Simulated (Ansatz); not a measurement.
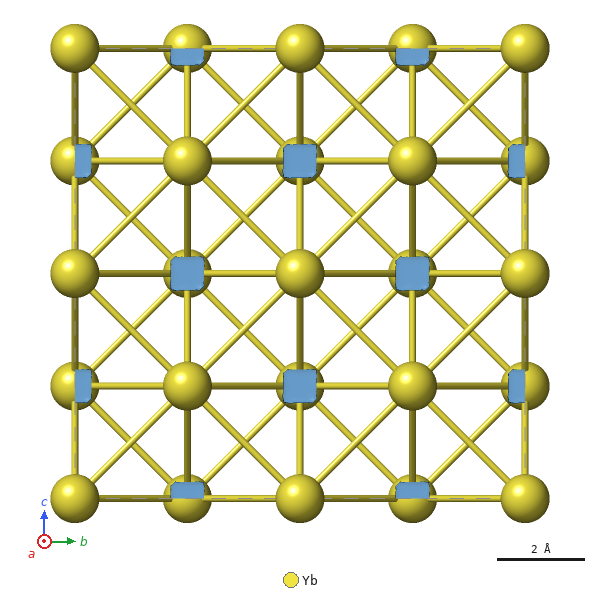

The blue surface encloses the points that the centre of a probe sphere of radius 0.35 Å can occupy in Yb (Fm-3m), computed on a grid of about 0.14 Å (2×2×2 cells shown, view along the a axis; pale faces close the region where the box cuts it).

Atoms are hard spheres with covalent radii (Cordero): Yb 1.87 Å.

Origin of the cell: the input geometry of an electronic-structure calculation (not necessarily at equilibrium).

```
Yb
1.0
     5.19594    0.00000    0.00000
     0.00000    5.19594    0.00000
     0.00000    0.00000    5.19594
Yb
4
Direct
  0.00000 0.00000 0.00000
  0.00000 0.50000 0.50000
  0.50000 0.00000 0.50000
  0.50000 0.50000 0.00000
```

**Describe the connectivity of the accessible space.**

They are isolated pockets that do not connect across cells.

**What share of the cell can the probe's centre reach?**

About 1.5 % of the volume (2.1 Å³ of 140.3 Å³).

**Give the largest included and the largest free sphere.**

The largest sphere that fits anywhere has a diameter of 1.46 Å; the largest that can travel through the crystal, about 0.5 Å.

**How does the connectivity change as the probe shrinks?**

Below a radius of about 0.25 Å the space forms a three-dimensional network. These are grid estimates, good to about 0.05 Å.
